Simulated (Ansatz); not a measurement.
# SiBr2 (SMILES Br[Si]Br): BLYP/def2-SVPD

Aim: the energy change on altering one bond length of SiBr2 at BLYP/def2-SVPD, from 2 runs. 

The results are computed with Ansatz 0.2.0.

26 further runs of the same task are left out: 1 that didn't finish, 25 set aside as unsound or not needed. Runs told in other sessions of the task aren't counted.

## (1) The structure to begin with

The species is SiBr2 (3 atoms), meant as a singlet with charge 0. As SMILES, `Br[Si]Br`. The shape is that of a PBE0-D4/def2-TZVP optimisation.

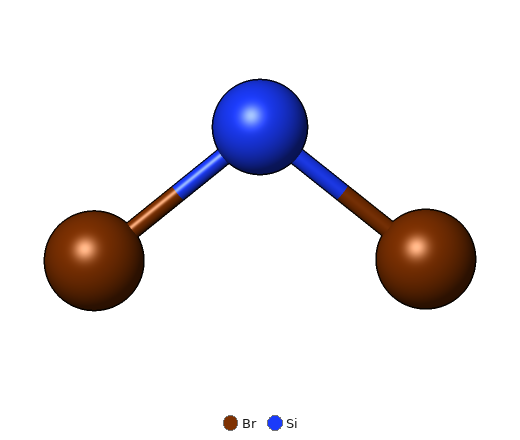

Viewed from a chosen angle; bromine brown, silicon blue.

## (2) A single-point energy at BLYP/def2-SVPD

in.yaml

```yaml
crystal:
  periodic: [false, false, false]
  atoms:
    - {symbol: Br, position_ang: [0.975100, 1.342100, 0.670900]}
    - {symbol: Si, position_ang: [-0.770000, 0.385700, -0.376400]}
    - {symbol: Br, position_ang: [-0.216000, -1.792600, -0.307800]}
basis:
  gaussian: {orbitals: def2-SVPD}
hamiltonian: {xc: {name: BLYP}}
accuracy: high
output: {orbitals: {seedname: orbitals}}
```

Run with:

```
$ ansatz run in.yaml --threads 1 --pin off --max-ram 2610MiB --events-out events.jsonl --progress --plain --runs-dir runs
```

Output:

```text
Warning: RAYON_NUM_THREADS=1 ignored (pool sized by the plan → 1); use --threads N
Functional definition: BLYP
  name "BLYP"
  parameter beta = 0.0042
  parameter a = 0.04918
  parameter b = 0.132
  parameter c = 0.2533
  parameter d = 0.349
  exchange = b88_x(beta = beta)
  correlation = lyp_c(a = a, b = b, c = c, d = d)
1832 factors; integrals over basis functions are off by at most 4.6e-9 eV
mean field evaluation 1: about -147953.5413 eV, gradient 1.4e1 eV
mean field evaluation 2: about -147952.3791 eV, gradient 2.2e1 eV
mean field evaluation 4: about -147954.0763 eV, gradient 1.2e0 eV
mean field evaluation 8: about -147954.0784 eV, gradient 2.1e-2 eV
mean field evaluation 16: about -147954.0784 eV, gradient 2.7e-6 eV
mean field -147954.07838751 eV, -5437.2120938647 hartree, gradient 1.2e-8 eV, S^2 0.000000; 0 other end points of the search recorded, 0 dependent functions left out
reference -147954.07842790 eV, -5437.2120953489 hartree; 42, 42 occupied and 64, 64 virtual orbitals, 1832 factors
Total energy: -147954.07842790 eV, -5437.2120953489 hartree
```

Wall time 7.2 s (1 thread of Arm Neoverse V2, shared host); peak memory 0.23 GiB.

## (3) The distorted shape

job.yaml

```yaml
basis:
  gaussian: {orbitals: def2-SVPD}
crystal:
  periodic: [false, false, false]
  atoms:
    - symbol: Br
      position_ang: [0.310305, 3.956040, 0.588581]
    - symbol: Si
      position_ang: [-1.434795, 2.999640, -0.458719]
    - symbol: Br
      position_ang: [-0.216000, -1.792600, -0.307800]
hamiltonian: {xc: {name: BLYP}}
accuracy: high
output: {orbitals: {seedname: orbitals}}
```

Run with:

```
$ ansatz run job.yaml --threads 1 --pin off --max-ram 2610MiB --events-out events.jsonl --progress --plain --runs-dir runs
```

Output, shortened:

```text
Warning: RAYON_NUM_THREADS=1 ignored (pool sized by the plan → 1); use --threads N
Functional definition: BLYP
  name "BLYP"
[...]
1767 factors; integrals over basis functions are off by at most 4.6e-9 eV
[...]
mean field -147951.14598601 eV, -5437.1043300971 hartree, gradient 2.0e-8 eV, S^2 0.000000; 8 other end points of the search recorded, 0 dependent functions left out
reference -147951.14603343 eV, -5437.1043318397 hartree; 42, 42 occupied and 64, 64 virtual orbitals, 1767 factors
Total energy: -147951.14603343 eV, -5437.1043318397 hartree
```

It took 36 s on 1 thread of Arm Neoverse V2, shared host; peak memory 0.23 GiB.

## (4) Outcome

At BLYP/def2-SVPD:

| quantity | value |
| --- | --- |
| first shape: total energy | -5437.21210 Eh |
| first shape: HOMO energy | -6.42 eV |
| first shape: LUMO energy | -3.71 eV |
| first shape: HOMO–LUMO gap | 2.71 eV |
| distorted shape: total energy | -5437.10433 Eh |
| energy change with the Si2–Br3 bond stretched from 2.249 to 4.947 Å | 2.932 eV |

**Reading.** One bond (distorted shape) is far stretched, which a spin-restricted single reference describes badly; a broken-symmetry solution may lie lower. With the Si2–Br3 bond stretched from 2.249 to 4.947 Å the energy rises by 2.93 eV (68 kcal/mol). The first shape isn't relaxed at this level, so the change isn't measured from a minimum. A restricted reference can't describe the breaking bond well at this length.
